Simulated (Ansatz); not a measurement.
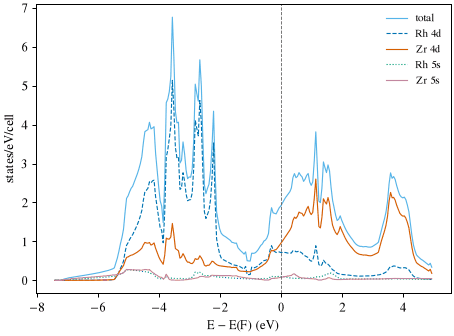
Figure: Total and projected density of states of ZrRh (CsCl type, space group No. 221), plane-wave PAW LDA (Ansatz code)

Which orbitals carry the states next to the Fermi level?

Within 0.5 eV of the Fermi level: Zr 4d 51 %, Rh 4d 37 %. Projections are on Löwdin-orthogonalised atomic valence shells; empty p or d shells of many metals are not among them.

Where is the tallest occupied peak in this window, and what makes it?

Near -3.5 eV, about 6.8 states/eV per cell; the largest projected share is Rh 4d.

Space group Pm-3m (CsCl type). The workflow started from an entry of the Crystallography Open Database (COD), which files this formula under 2 space groups. Its standing as an ambient phase is unchecked. The cell was relaxed with LDA under the symmetry of its start; of distortions, only those at the zone centre were tested. No spin polarisation was allowed. Scalar-relativistic: spin–orbit coupling is off unless named, which matters more the heavier the elements.

Potentials: the later of the program's two PAW sets.
